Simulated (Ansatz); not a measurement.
**FH₃NOSV (SMILES [NH2][V]([OH])([F])=[S]): density, localisation and related maps**

Input

```
crystal:
  periodic: [false, false, false]
  atoms:
    - { symbol: "N", position_ang: [1.5525, 0.0315, 0.129] }
    - { symbol: V, position_ang: [-0.4193, 0.1515, -0.6017] }
    - { symbol: O, position_ang: [-1.6596, -0.7259, 0.6596] }
    - { symbol: F, position_ang: [-0.4283, -0.7368, -2.3021] }
    - { symbol: S, position_ang: [-0.9598, 2.0482, -0.8467] }
    - { symbol: H, position_ang: [1.4956, 0.5711, 1.044] }
    - { symbol: H, position_ang: [1.7401, -0.9279, 0.3049] }
    - { symbol: H, position_ang: [-1.2291, -0.4688, 1.5573] }
basis:
  gaussian:
    orbitals: def2-SVP
hamiltonian:
  xc: r2scan
output:
  orbitals: {}
```

Level of theory: Ansatz 0.2.0, SCF r2SCAN, Gaussian basis.

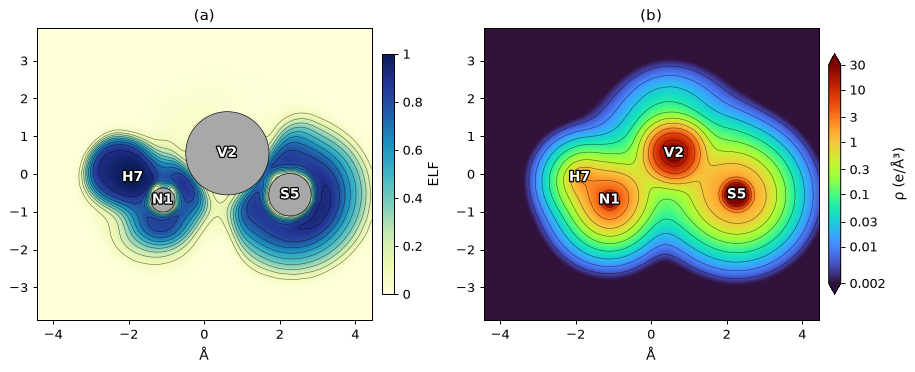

Figure 1. (a) ELF; (b) total electron density on the plane of atoms N1, V2 and S5. Grey discs cover the atomic cores in the ELF map.

Question: Interpret the plot.

Answer: The plane passes through N, V, S and H nuclei. V–S (1.99 Å): ρ is about 1.1 e/Å³ halfway; the ELF peaks at about 0.70 in the valence shell of S, 0.8 Å from its nucleus, and is about 0.50 at the midpoint. V–N (2.11 Å): ρ at the midpoint is about 0.59 e/Å³; the ELF peaks at about 0.90 in the valence shell of N, 0.7 Å from its nucleus, and is about 0.40 at the midpoint. N–H (0.99 Å): ρ at the midpoint is about 2.9 e/Å³; the ELF climbs to about 1 towards the hydrogen, as it does in any bond to H; an ordinary covalent bond to hydrogen.

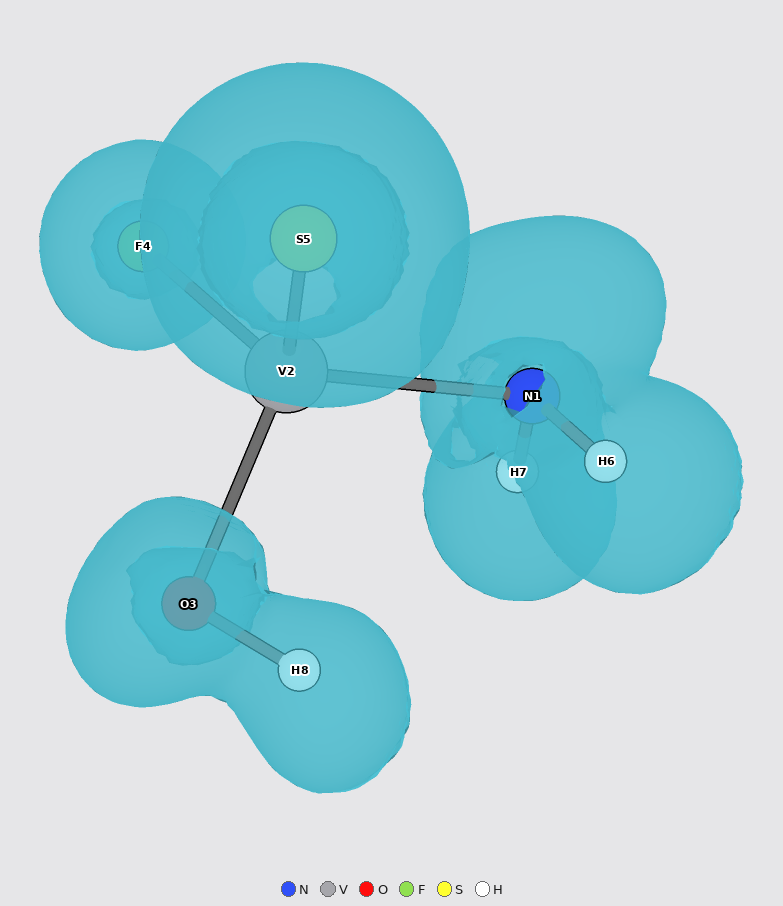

Figure 2. Isosurface of the ELF at 0.75 (cyan), seen at a tilt. Core shells and regions of very low density are left out.

Question: Where are the electrons localised?

Answer: The ELF exceeds this value in one region wrapped around F (its valence shell), one region wrapped around S (its valence shell), one joined region spread over several atoms (H, N), in which their bonds and any lone pairs are merged and one joined region spread over several atoms (H, O), in which their bonds and any lone pairs are merged.


V–F (1.92 Å): the ELF peaks at about 0.85 in the valence shell of F, 0.5 Å from its nucleus, and is about 0.15 at the midpoint. V–O (1.97 Å): the ELF peaks at about 0.85 in the valence shell of O, 0.6 Å from its nucleus, and is about 0.25 at the midpoint.

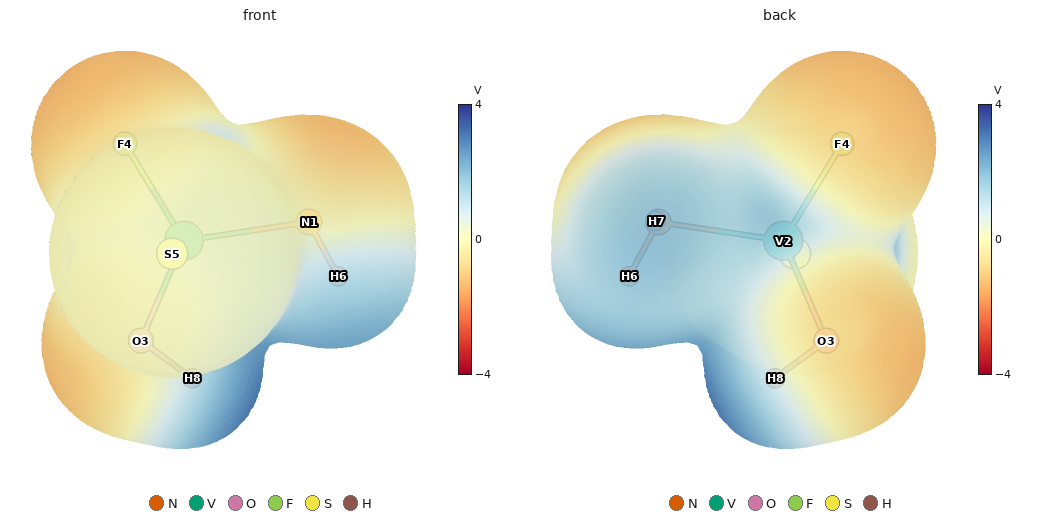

Figure 3. The molecular electrostatic potential painted on the density surface at 0.002 e/bohr³, seen from the front and from behind; red is negative and blue positive.

Question: Which sites attract a positive test charge, and which a negative one?

Answer: A positive charge is drawn to the negative regions and a negative charge to the positive ones. The most negative region (about −1.3 V) lies over N1, O3 and F4, the most positive (about +3.0 V) over H8.
